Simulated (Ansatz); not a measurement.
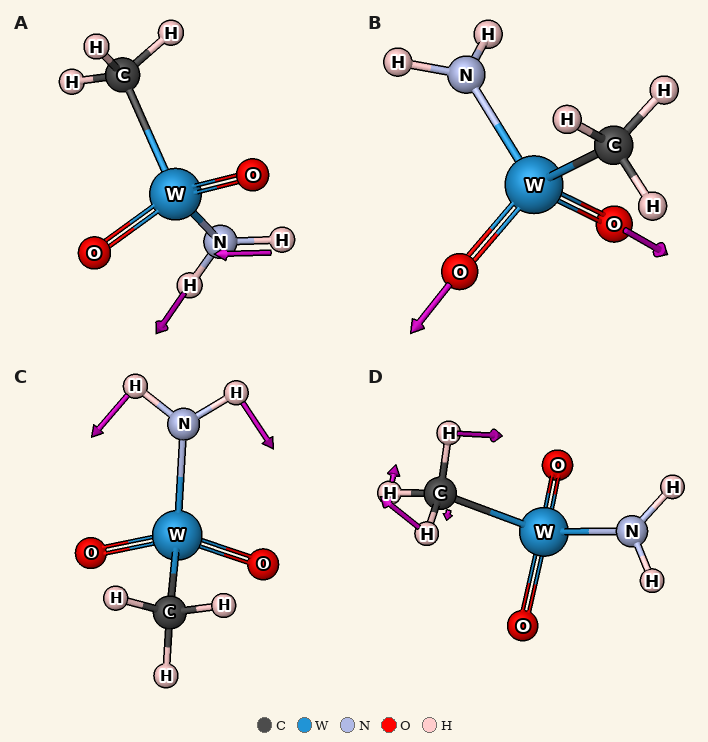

4 normal modes of one molecule or complex, as arrows. Charge 0, singlet. Harmonic vibrations computed with RKS PBE0-D4/def2-TZVP, core potentials on W (Ansatz 0.2.0) at a stationary point of the same level.

Question: Match the panels to the wavenumbers 690 cm⁻¹, 1049 cm⁻¹, 1552 cm⁻¹, 3669 cm⁻¹.

Answer: A: 3669 cm⁻¹, out-of-phase stretching of 2 N–H bonds
B: 1049 cm⁻¹, in-phase stretching of 2 W–O bonds
C: 1552 cm⁻¹, angle bending
D: 690 cm⁻¹, H–C–W bending
